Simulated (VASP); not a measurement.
# N on Ru(0001): binding against coverage, part 4 of 12

How do binding and work function change as N crowds Ru(0001)?

VASP 6.6.1, plane waves and PAW; the level of theory is named at each step.

So far. Step 4 (Surface relaxation, cell 1 x 1, k-mesh 9×9×1): The run ended after 7 ionic steps, 0.018 eV below its first step, once the forces on the free atoms met EDIFFG = -0.03. Step 5 (The vacuum level, cell 1 x 1, k-mesh 9×9×1): The vacuum level lies 5.08 eV above the Fermi level at the upper face; both faces agree, as the slab has next to no dipole.

**6. Relaxing the adsorbate, coverage 1/1, k-mesh 9×9×1**

This step: PBE, no spin polarisation; plane waves and PAW (Ru, N) (VASP 6.6.1).

System of this step: Ru4N (Ru(0001)). The cell holds 5 atoms: 4 Ru and 1 N. Its edges and angles: a = 2.717 Å, b = 2.717 Å, c = 21.412 Å, α = 90.0°, β = 90.0°, γ = 60.0°. It derives from Ru. 1 N over hcp sites of a 1 x 1 cell of Ru(0001). Vacuum lies along c.

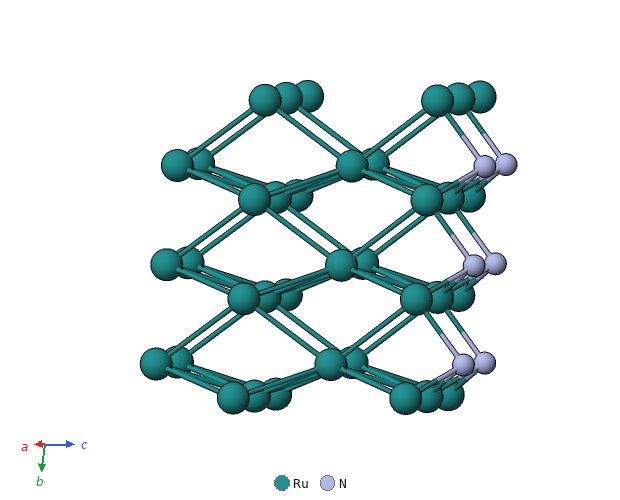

The cell of this step (ruthenium teal, nitrogen light blue). Bonds to atoms that aren't drawn are left out. 2×3×1 cells are drawn. Some periodic images of atoms are drawn too.

The adsorbate starts over a high-symmetry site, and it relaxes with the upper layers within that symmetry.

INCAR

```
SYSTEM = Ru4N
PREC = Normal
ENCUT = 440
EDIFF = 1E-05
NELM = 120
ISMEAR = 1
SIGMA = 0.15
LREAL = .FALSE.
ALGO = Fast
GGA = PE
NBANDS = 24
LASPH = .TRUE.
LORBIT = 11
LWAVE = .FALSE.
LCHARG = .FALSE.
KPAR = 8
IBRION = 2
NSW = 45
ISIF = 2
EDIFFG = -0.03
POTIM = 0.4
MAXMIX = 40
IDIPOL = 3
LDIPOL = .TRUE.
DIPOL = 0.5 0.5 0.539
```

POSCAR

```
Ru4N
1.0
    2.7166669255      0.0000000000      0.0000000000
    1.3583334628      2.3527025711      0.0000000000
    0.0000000000      0.0000000000     21.4119355986
Ru N
4 1
Selective dynamics
Direct
    0.6666666700      0.6666666700      0.3502719300  F F F
    0.0000000000      0.0000000000      0.4500906400  F F F
    0.6666666700      0.6666666700      0.5491254000  T T T
    0.0000000000      0.0000000000      0.6463590900  T T T
    0.6666666700      0.6666666700      0.7000674500  T T T
```

KPOINTS

```
Automatic mesh
0
Gamma
9 9 1
0 0 0
```

The projector-augmented-wave data sets are Ru and N (PBE family, release 64).

Launch:

```bash
> mpirun -np 8 vasp_std
```

What it wrote:

```text
[banner, memory and clock lines left out]
running    8 mpi-ranks, on    1 nodes
 distrk:  each k-point on    1 cores,    8 groups
 distr:  one band on    1 cores,    1 groups

 POSCAR found type information on POSCAR RuN
 POSCAR found :  2 types and       5 ions
 [... a notice as in an earlier step ...]

 LDA part: xc-table for (Slater+PW92), standard interpolation
 POSCAR, INCAR and KPOINTS ok, starting setup
 FFT: planning ... GRIDC
 FFT: planning ... GRID_SOFT
 FFT: planning ... GRID
 WAVECAR not read
 entering main loop
       N       E                     dE             d eps       ncg     rms          rms(c)
DAV:   1     0.227406976317E+03    0.22741E+03   -0.15048E+04   576   0.115E+03
DAV:   2    -0.285227865644E+02   -0.25593E+03   -0.24329E+03   720   0.274E+02
DAV:   3    -0.475143756784E+02   -0.18992E+02   -0.18446E+02   848   0.731E+01
DAV:   4    -0.480334507711E+02   -0.51908E+00   -0.51821E+00   680   0.132E+01
DAV:   5    -0.480507676035E+02   -0.17317E-01   -0.17308E-01   752   0.210E+00    0.348E+01
RMM:   6    -0.568208637203E+02   -0.87701E+01   -0.34778E+01   646   0.282E+01    0.245E+01
RMM:   7    -0.130255450405E+03   -0.73435E+02   -0.88893E+01   835   0.467E+01    0.528E+01
RMM:   8    -0.847963090272E+02    0.45459E+02   -0.25407E+01   773   0.260E+01    0.435E+01
RMM:   9    -0.702748430195E+02    0.14521E+02   -0.16925E+01   698   0.201E+01    0.376E+01
RMM:  10    -0.516475983573E+02    0.18627E+02   -0.19497E+01   658   0.191E+01    0.195E+01
RMM:  11    -0.459715219384E+02    0.56761E+01   -0.65864E+00   607   0.132E+01    0.113E+01
RMM:  12    -0.442577649245E+02    0.17138E+01   -0.53982E+00   675   0.888E+00    0.943E+00
RMM:  13    -0.432652927779E+02    0.99247E+00   -0.11833E+00   606   0.533E+00    0.729E+00
RMM:  14    -0.432546143400E+02    0.10678E-01   -0.38512E-01   738   0.214E+00    0.704E+00
RMM:  15    -0.432579360348E+02   -0.33217E-02   -0.41841E-02   722   0.740E-01    0.701E+00
RMM:  16    -0.430367622031E+02    0.22117E+00   -0.15527E-01   689   0.155E+00    0.589E+00
RMM:  17    -0.429458456587E+02    0.90917E-01   -0.12146E+00   941   0.399E+00    0.491E+00
RMM:  18    -0.429596627163E+02   -0.13817E-01   -0.40278E-02   719   0.690E-01    0.506E+00
RMM:  19    -0.428230342203E+02    0.13663E+00   -0.15346E-01   830   0.200E+00    0.338E+00
RMM:  20    -0.428259327467E+02   -0.28985E-02   -0.33054E-01   945   0.273E+00    0.294E+00
RMM:  21    -0.430318130491E+02   -0.20588E+00   -0.81513E-01  1003   0.382E+00    0.453E+00
RMM:  22    -0.430678602560E+02   -0.36047E-01   -0.48624E-02   700   0.930E-01    0.463E+00
RMM:  23    -0.429211751235E+02    0.14669E+00   -0.46120E-02   677   0.103E+00    0.360E+00
RMM:  24    -0.428255330165E+02    0.95642E-01   -0.82183E-02   748   0.114E+00    0.253E+00
RMM:  25    -0.427791054225E+02    0.46428E-01   -0.55201E-02   743   0.106E+00    0.176E+00
RMM:  26    -0.427652308094E+02    0.13875E-01   -0.10465E-02   728   0.417E-01    0.151E+00
RMM:  27    -0.427354760062E+02    0.29755E-01   -0.48044E-02   847   0.957E-01    0.732E-01
RMM:  28    -0.427301938044E+02    0.52822E-02   -0.15546E-02   705   0.475E-01    0.409E-01
RMM:  29    -0.427283342302E+02    0.18596E-02   -0.13866E-02   713   0.525E-01    0.187E-01
RMM:  30    -0.427286159474E+02   -0.28172E-03   -0.13897E-03   691   0.174E-01    0.198E-01
RMM:  31    -0.427282030091E+02    0.41294E-03   -0.22040E-04   633   0.724E-02    0.101E-01
RMM:  32    -0.427281774702E+02    0.25539E-04   -0.24243E-04   614   0.639E-02    0.556E-02
RMM:  33    -0.427282071808E+02   -0.29711E-04   -0.82419E-05   525   0.383E-02    0.472E-02
RMM:  34    -0.427282454742E+02   -0.38293E-04   -0.21983E-04   656   0.714E-02    0.511E-02
RMM:  35    -0.427282687081E+02   -0.23234E-04   -0.47912E-05   459   0.316E-02    0.586E-02
RMM:  36    -0.427282377284E+02    0.30980E-04   -0.45108E-05   454   0.397E-02    0.253E-02
RMM:  37    -0.427282420961E+02   -0.43677E-05   -0.53035E-05   465   0.340E-02
   1 F= -.42728242E+02 E0= -.42723148E+02  d E =-.427282E+02
 curvature:   0.00 expect dE= 0.000E+00 dE for cont linesearch  0.000E+00
 trial: gam= 0.00000 g(F)=  0.973E-01 g(S)=  0.000E+00 ort = 0.000E+00 (trialstep = 0.100E+01)
 search vector abs. value=  0.973E-01
 bond charge predicted
       N       E                     dE             d eps       ncg     rms          rms(c)
DAV:   1    -0.427827832618E+02   -0.54546E-01   -0.13154E+01   576   0.210E+01    0.840E-01
RMM:   2    -0.428208226315E+02   -0.38039E-01   -0.17941E-01   587   0.303E+00    0.114E+00
RMM:   3    -0.427967573750E+02    0.24065E-01   -0.38510E-02   606   0.131E+00    0.392E-01
RMM:   4    -0.427972506449E+02   -0.49327E-03   -0.14691E-02   661   0.635E-01    0.301E-01
RMM:   5    -0.428027496582E+02   -0.54990E-02   -0.16035E-02   648   0.578E-01    0.597E-01
RMM:   6    -0.427977756980E+02    0.49740E-02   -0.29368E-03   592   0.286E-01    0.351E-01
RMM:   7    -0.427963779076E+02    0.13978E-02   -0.77468E-03   687   0.352E-01    0.100E-01
RMM:   8    -0.427964085251E+02   -0.30617E-04   -0.60820E-04   676   0.128E-01    0.836E-02
RMM:   9    -0.427963934605E+02    0.15065E-04   -0.10770E-04   584   0.523E-02    0.588E-02
RMM:  10    -0.427963668015E+02    0.26659E-04   -0.57909E-05   487   0.436E-02    0.193E-02
RMM:  11    -0.427963692739E+02   -0.24724E-05   -0.12248E-05   346   0.185E-02
   2 F= -.42796369E+02 E0= -.42792604E+02  d E =-.681272E-01
[... from here on, the cycles between the ionic steps are left out ...]
   3 F= -.42812386E+02 E0= -.42809436E+02  d E =-.841443E-01
   4 F= -.42832580E+02 E0= -.42828904E+02  d E =-.201934E-01
   5 F= -.42841734E+02 E0= -.42838241E+02  d E =-.293480E-01
   6 F= -.42854965E+02 E0= -.42851511E+02  d E =-.132304E-01
   7 F= -.42879801E+02 E0= -.42876386E+02  d E =-.380661E-01
   8 F= -.42869202E+02 E0= -.42865832E+02  d E =-.274680E-01
   9 F= -.42884762E+02 E0= -.42881284E+02  d E =-.430279E-01
  10 F= -.42884742E+02 E0= -.42881287E+02  d E =-.430077E-01
 curvature:  -4.50 expect dE=-0.161E-02 dE for cont linesearch -0.188E-05
 ZBRENT: accuracy reached
 trial: gam=-0.04720 g(F)=  0.357E-03 g(S)=  0.000E+00 ort = 0.189E-03 (trialstep = 0.976E+00)
 search vector abs. value=  0.531E-03
 bond charge predicted
       N       E                     dE             d eps       ncg     rms          rms(c)
DAV:   1    -0.428849060010E+02   -0.16097E-03   -0.69460E-02   584   0.156E+00    0.110E-01
RMM:   2    -0.428849965597E+02   -0.90559E-04   -0.95419E-04   594   0.213E-01    0.107E-01
RMM:   3    -0.428849217157E+02    0.74844E-04   -0.24819E-04   587   0.957E-02    0.303E-02
RMM:   4    -0.428849262022E+02   -0.44866E-05   -0.11515E-04   557   0.526E-02    0.965E-03
RMM:   5    -0.428849280898E+02   -0.18876E-05   -0.15153E-05   332   0.218E-02
  11 F= -.42884928E+02 E0= -.42881458E+02  d E =-.185955E-03
 trial-energy change:   -0.000186  1 .order   -0.000185   -0.000340   -0.000030
 step:   1.0695(harm=  1.0695)  dis= 0.00070  next Energy=   -42.884928 (dE=-0.186E-03)
 reached required accuracy - stopping structural energy minimisation
```

It took 75 s on 8 MPI ranks of AMD EPYC 7R43, shared host; peak memory 1.6 GiB; 9.7 min of CPU time.

OUTCAR, selected parts (step 6):

```text
   k-points           NKPTS =     12   k-points in BZ     NKDIM =     12   number of bands    NBANDS=     24

   NELECT =      37.0000    total number of electrons

 dipolmoment           0.000000      0.000000      0.072571 electrons x Angstroem

 E-fermi :   1.9627

 k-point     1 :       0.0000    0.0000    0.0000
  band No.  band energies     occupation
    ...
     17       0.2551      2.00000
     18       0.4258      2.00000
     19       1.3477      2.00000
     20       1.3477      2.00000
     21       1.9296      1.36356
     22       2.4084     -0.00022
     23       2.4084     -0.00022
     24       2.6813     -0.00000

  Total       -0.8590354     -0.8590354     -2.2187264     -0.0000000      0.0000000      0.0000000
  in kB      -10.0568573    -10.0568573    -25.9749651     -0.0000000      0.0000000      0.0000000
  external PRESSURE =     -15.3628933 kB  Pullay stress =       0.0000000 kB

 POSITION                                       TOTAL-FORCE (eV/Angst)
 -----------------------------------------------------------------------------------
      2.71667      1.56847      7.50000        -0.000000     -0.000000      0.982931
      0.00000      0.00000      9.63731         0.000000      0.000000     -0.974106
      2.71667      1.56847     11.77355        -0.000000      0.000000     -0.022467
      0.00000      0.00000     14.02951         0.000000      0.000000     -0.002177
      2.71667      1.56847     15.23209        -0.000000     -0.000000      0.015819
 -----------------------------------------------------------------------------------
    total drift:                                0.000131      0.000076      0.004754

  FREE ENERGIE OF THE ION-ELECTRON SYSTEM (eV)
  ---------------------------------------------------
  free  energy   TOTEN  =       -42.8849280898 eV

  energy  without entropy=      -42.8745169495  energy(sigma->0) =      -42.88145771

 vacuum level on the upper side and lower side of the slab         8.940         6.906

[... 7 parts as in an earlier step ...]

[... 10 further parts left out ...]
```

CONTCAR:

```
Ru4N
   1.00000000000000
     2.7166669255000002    0.0000000000000000    0.0000000000000000
     1.3583334627999999    2.3527025711000000    0.0000000000000000
     0.0000000000000000    0.0000000000000000   21.4119355985999995
  Ru              N
     4     1
Selective dynamics
Direct
     0.6666666699999979    0.6666666699999979    0.3502719299999981   F   F   F
     0.0000000000000000    0.0000000000000000    0.4500906399999991   F   F   F
     0.6666666699999979    0.6666666699999979    0.5498594297475773   T   T   T
     0.0000000000000000    0.0000000000000000    0.6552191284340871   T   T   T
     0.6666666699999979    0.6666666699999979    0.7113833477767992   T   T   T
```

Its electron count is odd, so without a moment it is a metal by construction.

Step by step:

```
step  energy less that of the first step (eV)  largest force (eV/Å)
   1                                   0.0000                1.0926
   2                                  -0.0681                0.7173
   3                                  -0.0841                0.5774
   4                                  -0.1043                0.4032
   5                                  -0.1135                0.8090
   6                                  -0.1267                0.6814
   7                                  -0.1516                0.3089
   8                                  -0.1410                0.3806
   9                                  -0.1565                0.0630
  10                                  -0.1565                0.0669
  11                                  -0.1567                0.0225
```

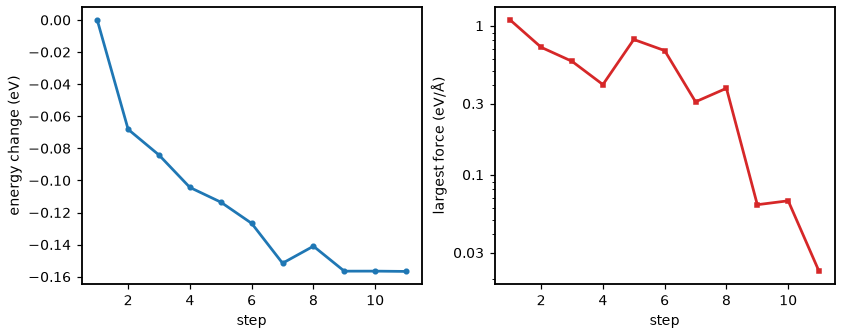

Energy and largest force along the relaxation.

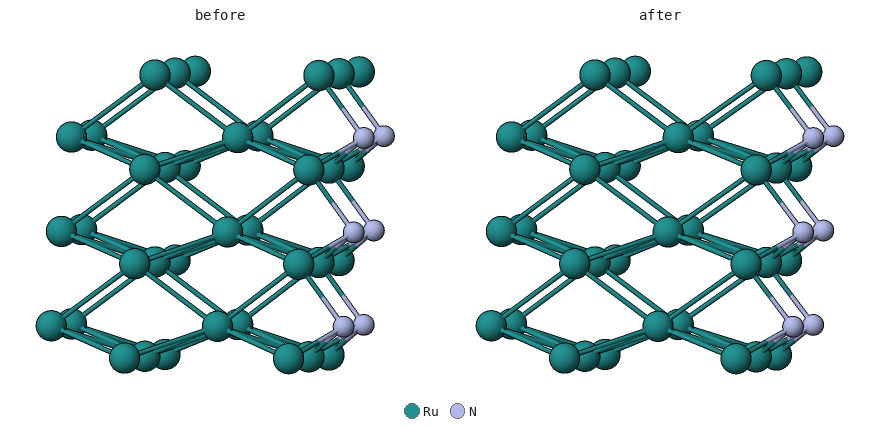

Before and after, at one scale. Bonds to atoms that aren't drawn are left out.

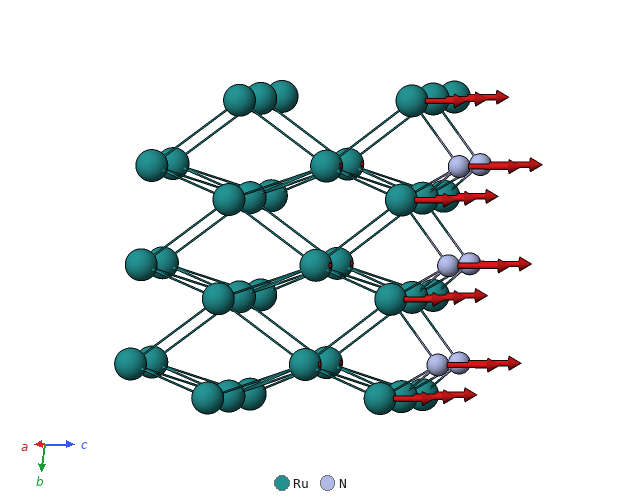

Displacements in the relaxation, exaggerated; the longest in the cell stands for 0.24 Å. Bonds to atoms that aren't drawn are left out. 2×3×1 cells are drawn. Some periodic images of atoms are drawn too.

The atoms that moved most (Å):

```
atom     dx     dy     dz  length
  N5  0.000  0.000  0.242   0.242
 Ru4  0.000  0.000  0.190   0.190
 Ru3  0.000  0.000  0.016   0.016
```

Final coordinates:

```xyz
5
Lattice="2.7167 0.0000 0.0000 1.3583 2.3527 0.0000 0.0000 0.0000 21.4119" Properties=species:S:1:pos:R:3
Ru    2.7167    1.5685    7.5000
Ru    0.0000    0.0000    9.6373
Ru    2.7167    1.5685   11.7736
Ru    0.0000    0.0000   14.0295
N     2.7167    1.5685   15.2321
```

Numbers from this step:

* electronic cycles: 118
* electrons: 37
* free energy (TOTEN): -42.88 eV
* energy at zero smearing: -42.88 eV
* Fermi energy: 1.963 eV
* dipole moment: 0, 0, 0.07257 e·Å

The run ended after 11 ionic steps, 0.157 eV below its first step, once the forces on the free atoms met EDIFFG = -0.03.

VASP counts the dipole in electrons times Å, so a positive number points the physical dipole along −c.

[end of part 4 of 12]

[Lines on the potential files, build, host, timing and source positions are cut from VASP's logs without a mark.]

[Logs are printed without paths, hosts, clocks, repeated set-up lines and the standing remarks that a program may print on its own settings, such as how far it seeks lower states.]

[Hosts, paths, dates, database ids (printed as entryN), source tags and the programs' standing remarks are cut or masked in the printed files.]

[Runs that stopped without an error message from VASP are left out.]
